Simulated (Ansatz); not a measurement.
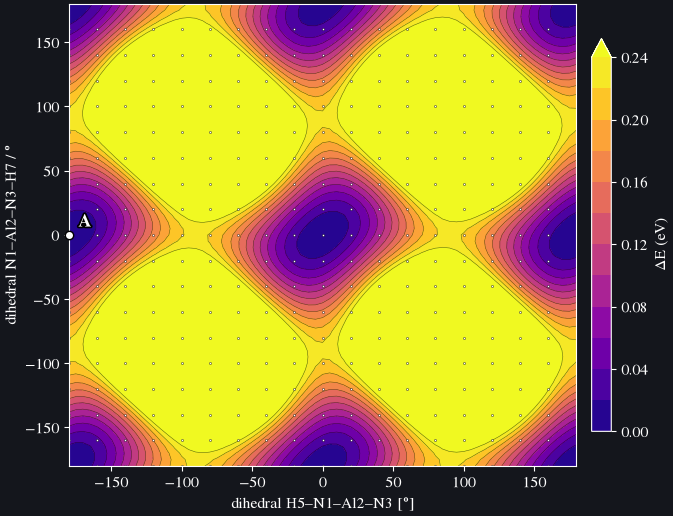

AlBrH₄N₂, SMILES [NH2][Al]([NH2])[Br]. The first coordinate is: dihedral H5–N1–Al2–N3; the second: dihedral N1–Al2–N3–H7. Nothing is relaxed (all other coordinates rigid). The scan uses an 18 × 18 grid; 120 points were computed and 204 follow by symmetry. Points are written as (first, second). All energies are given in eV relative to the relaxed molecule at the same level. Level of theory: RKS PBE0-D4/def2-SVP in Ansatz.

The picture shows filled contours, dots at the grid points, one colour for all values above the top of the scale, the well A. Between grid points the surface is interpolated.

> Where is the minimum, and how stiff is the well along each coordinate? Take the well at A.

The interpolated minimum is at dihedral H5–N1–Al2–N3 ≈ −180°, dihedral N1–Al2–N3–H7 ≈ 0°. The curvatures there are about 0.44 eV/rad² and 0.44 eV/rad², with a cross term of about −0.2 eV/rad². Round the minimum the valley is somewhat tilted: raising dihedral H5–N1–Al2–N3 shifts the best value of dihedral N1–Al2–N3–H7 upwards (coupling k₁₂/√(k₁₁k₂₂) about −0.5).
